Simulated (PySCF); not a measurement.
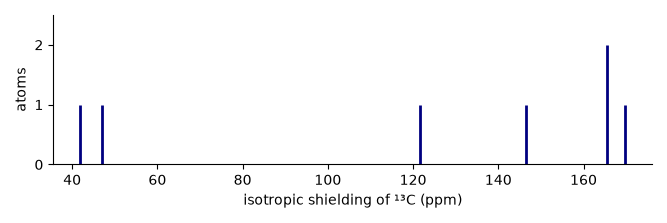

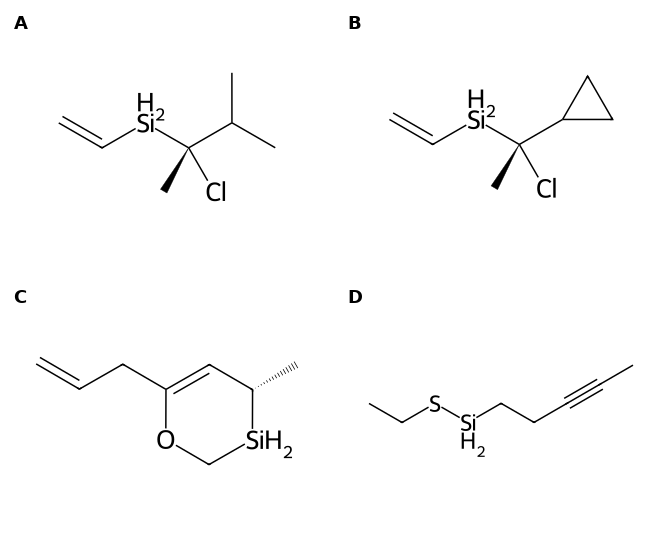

The sticks are computed shieldings of one of the molecules, for one fixed geometry (GFN2-xTB) without averaging over rotations. Low shielding means a high chemical shift. Method: GIAO PBE0/pcSseg-1 NMR shielding, non-relativistic, gas phase (PySCF 2.14.0).

### Which molecule gives this pattern?

A, `C=C[SiH2][C@@](C)(Cl)C(C)C`. Its 7 C atoms give lines at 41.9, 46.9, 121.6, 146.5, 165.4 (2 atoms), 169.7 ppm.

The geometry is semi-empirical. Around Si such bond lengths and angles can be off by a tenth of an ångström or more and by several degrees, and values that hang on the shape move with them.
